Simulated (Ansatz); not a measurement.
Input file:

```
crystal:
  lattice:
    - [-2.9037977251, 2.9037977251, 5.8035294071]
    - [2.9037977251, -2.9037977251, 5.8035294071]
    - [2.9037977251, 2.9037977251, -5.8035294071]
  atoms:
    - { symbol: Cd, position: [0.8855726201, 0.3706887032, 0.0] }
    - { symbol: Cd, position: [0.3706887032, 0.8855726201, 0.0] }
    - { symbol: Cd, position: [0.1144273799, 0.1144273799, 0.4851160831] }
    - { symbol: Cd, position: [0.6293112968, 0.6293112968, 0.5148839169] }
    - { symbol: Se, position: [0.5, 0.5, 0.0] }
    - { symbol: S, position: [0.75, 0.25, 0.5] }
    - { symbol: S, position: [0.25, 0.75, 0.5] }
    - { symbol: S, position: [0.0, 0.0, 0.0] }
basis:
  ecutwfc: 420
kpoints:
  mp_grid: { grid: [6, 6, 6] }
hamiltonian:
  xc: pbe
scf:
  occupations: { method: gaussian, width: 0.02 }
output:
  forces: true
  stress: true
  eigenvalues: true
  write_density: true
  write_potential: true
  elf: true
  volumetric_format: npy
relax:
  adjacent_minimum: "off"
  f_tol: 0.01
  max_steps: 30
  cell: { stress_tol: 0.1, fix: [volume] }
```

Run with:

```sh
ansatz run input.yaml --threads 1 --pin off --max-ram 2560MiB --backend cpu --events-out ev --progress --plain --runs-dir out
```

Below, planes, directions and counts refer to the conventional cell (a = 5.81 Å, b = 5.81 Å, c = 11.61 Å, α = 90.00°, β = 90.00°, γ = 90.00°).

The fields are those of the relaxed geometry.

Space group I-42m; a structure generated by program, which may or may not match a known phase; changed on purpose from its base cell (volume × 0.91, shape and atoms relaxed); computed pressure about 6 GPa in this cell.

Theory: DFT PBE, scalar-relativistic, plane waves, PAW in Ansatz 0.2.0.

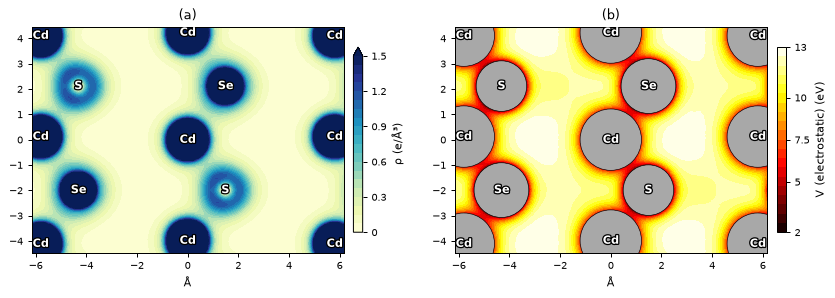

Cd$_{4}$SeS$_{3}$. (a) valence charge density (pseudo); (b) electrostatic potential energy of an electron on the (11̄0) plane of the conventional cell. Grey discs cover the atomic cores in the potential map.

What does the map show?

The plane passes through Cd, Se and S nuclei. Cd–S (2.49 Å): ρ at the midpoint is about 0.45 e/Å³. Cd–Se (2.59 Å): ρ at the midpoint is about 0.42 e/Å³. Between the atoms the lowest density in this plane is 0.01 e/Å³. Outside the cores the potential energy rises away from the atoms and is highest about 2.5 Å from the nearest atoms; its zero is arbitrary.
